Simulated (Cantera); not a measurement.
A closed system holds: 1 mol SiHCl3, 27 mol N2, equilibrated at 1.00 bar.

These are equilibrium values from Cantera (NASA tables, ideal gas, pure condensed phases), not measurements of a reactor. Candidate condensed phases: NH4Cl, Si, Si3N4; 28 gas species. The tables' values for SiCl3 are old estimates; treat these amounts as uncertain. Kinetics and transport are ignored.

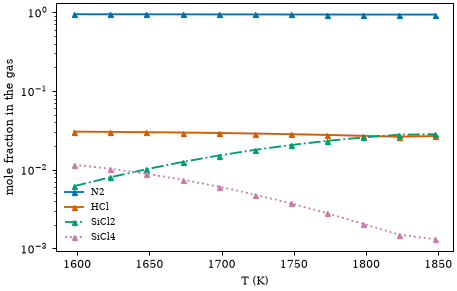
Fig. 1. Equilibrium gas composition (values under 1e-9 drawn at 1e-9)

Problem. Read off the mole fractions at 1748 K.

Solution. N2 about 0.94, HCl about 0.028, SiCl2 about 0.021, SiCl4 about 0.0037.
